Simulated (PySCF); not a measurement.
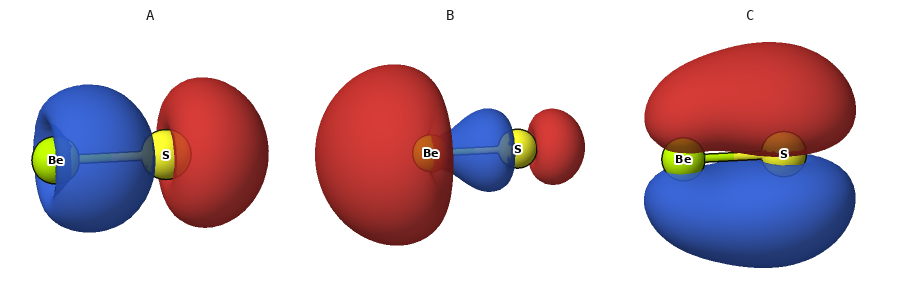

Figure. BeS. Three frontier orbitals, each drawn at the value that holds 80 % of its norm (red and blue are the two phases), in no order; of a degenerate pair one member is drawn.

All numbers below come from PBE0/x2c-TZVPPall, spin-free X2C-1e, Gaussian nucleus, at a bond length of 1.744 Å in PySCF.

Question: Label each orbital by symmetry, say whether it is occupied, and order them by energy.

Answer: Orbital A: σ, occupied, −8.59 eV; mainly on S (75 %).
Orbital C: π, occupied, −6.80 eV; mainly on S (80 %).
Orbital B: σ, empty, −3.93 eV; mainly on Be (85 %).
